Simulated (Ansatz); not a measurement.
# Phonon calculation, with input and output: GeHF3

GeHF3, computed with RKS PBE0/def2-SVP (Ansatz 0.2.0).

It belongs to a series of runs on one base structure; here: vibrations at the highest image of the band. Figures and captions count atoms from 1; the log counts them from 0 in places.

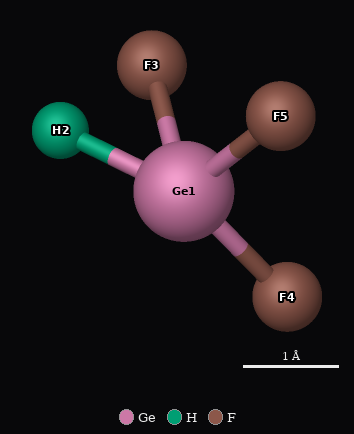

**Figure 1.** The input geometry (ball-and-stick view, seen at a tilt; atoms are numbered from 1 in the order of the input). Sticks mark near contacts. Bond lengths as drawn: F–Ge 1.72 to 1.93 Å and Ge–H 1.61 Å.

The input
```yaml
crystal:
  periodic: [false, false, false]
  atoms:
    - { symbol: Ge, position_ang: [-0.207268, 0.0045, 0.345863] }
    - { symbol: H, position_ang: [0.965833, 0.009227, 1.45453] }
    - { symbol: F, position_ang: [1.726431, -0.01578, 0.336433] }
    - { symbol: F, position_ang: [-0.624768, 1.340236, -0.660071] }
    - { symbol: F, position_ang: [-0.666828, -1.338183, -0.632055] }
basis:
  gaussian: { orbitals: def2-SVP }
hamiltonian:
  xc: pbe0
phonons: {}
```

Launched with:
```bash
ansatz run input.yaml --threads 2 --pin off --max-ram 3072MiB --backend cpu --events-out ev --progress --plain --runs-dir out
```

Log
```
Engine: ansatz 0.2.0, aarch64-unknown-linux-gnu
Functional definition: PBE0
  parameter a = 0.25
  parameter kappa = 0.804
  parameter beta = 0.06672455060314922
  exchange = (1 - a)*pbe_x(kappa = kappa, mu = beta*pi^2/3) + a*exact_x
  correlation = pbe_c(beta = beta)
809 factors; integrals over basis functions are off by at most 3.2e-4 eV
mean field evaluation 1: about -64652.6088 eV, gradient 5.2e1 eV
mean field evaluation 2: about -64641.1753 eV, gradient 1.0e2 eV
mean field evaluation 4: about -64656.9680 eV, gradient 4.0e0 eV
mean field evaluation 8: about -64657.0061 eV, gradient 5.8e-2 eV
mean field evaluation 16: about -64657.0061 eV, gradient 2.0e-5 eV
mean field -64657.00608488 eV, -2376.1011475266 hartree, gradient 2.0e-5 eV, S^2 0.000000; 0 other end points of the search recorded, 0 dependent functions left out
the calculation of the forces begins
reference -64657.00610478 eV, -2376.1011482577 hartree; 30, 30 occupied and 49, 49 virtual orbitals, 809 factors
these checks for a lower state are left out or cut short: stability, starts, cluster_reference, orbital_swaps, neighbouring_geometries, increment
809 factors; integrals over basis functions are off by at most 3.2e-4 eV
mean field -64657.00603289 eV, -2376.1011456159 hartree, gradient 2.5e-6 eV, S^2 0.000000; 0 other end points of the search recorded, 0 dependent functions left out
[... from here on the field's lines of each further geometry are left out, up to the last ...]
the calculation of the forces begins
reference -64657.00607543 eV, -2376.1011471794 hartree; 30, 30 occupied and 49, 49 virtual orbitals, 809 factors
these checks for a lower state are left out or cut short: stability, starts, cluster_reference, orbital_swaps, neighbouring_geometries, increment
809 factors; integrals over basis functions are off by at most 3.2e-4 eV
mean field evaluation 192: about -64657.0060 eV, gradient 1.2e-1 eV
mean field -64657.00604669 eV, -2376.1011461233 hartree, gradient 1.6e-6 eV, S^2 0.000000; 0 other end points of the search recorded, 0 dependent functions left out
the calculation of the forces begins
reference -64657.00606659 eV, -2376.1011468542 hartree; 30, 30 occupied and 49, 49 virtual orbitals, 809 factors
WARN: phonons: modes at or below zero, which the zero-point energy, F, S and C_V leave out: 1, the lowest at -1328.21 cm⁻¹. A minimum has none, and a first-order saddle one
Total energy: -64657.00610478 eV, -2376.1011482577 hartree
Atom 0 at    -0.207268     0.004500     0.345863 Å, force    -0.002059     0.014217     0.000980 eV/Å
Atom 1 at     0.965833     0.009227     1.454530 Å, force     0.001876    -0.007660    -0.006237 eV/Å
Atom 2 at     1.726431    -0.015780     0.336433 Å, force     0.002812    -0.004073     0.006127 eV/Å
Atom 3 at    -0.624768     1.340236    -0.660071 Å, force    -0.007134     0.002212    -0.002652 eV/Å
Atom 4 at    -0.666828    -1.338183    -0.632055 Å, force     0.004506    -0.004696     0.001781 eV/Å
Dipole moment:    -0.106641     0.004851     0.545760 e Å
Vibrations: -1328.21 159.37 204.70 263.93 569.54 583.11 739.45 744.18 1921.90 cm⁻¹, zero-point energy 0.321502 eV
```

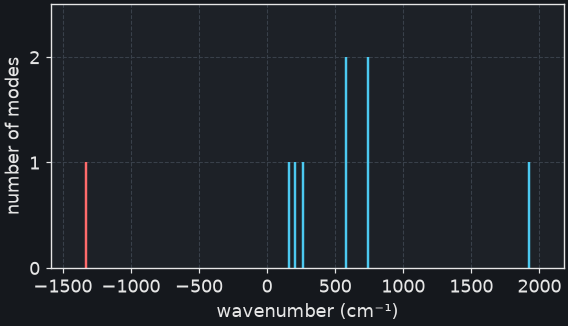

**Figure 2.** Harmonic vibrational wavenumbers from the force constants; neighbouring modes closer than 15 cm⁻¹ are counted in one stick, and imaginary ones are drawn at negative wavenumbers. 9 modes from 1328i to 1922 cm⁻¹, 1 imaginary beyond 8i (1328i cm⁻¹): a first-order saddle point, if the geometry is stationary.

Key numbers

```csv
quantity,value
outcome,converged
total energy,−64657.0061 eV
mean-field energy,−64657.0061 eV
largest force (length of the vector),0.014 eV/Å
hardware,"2 threads of Arm Neoverse V2, 24 GiB of memory available, shared host"
wall time,25 s (CPU time 48 s)
peak memory,0.15 GiB
```
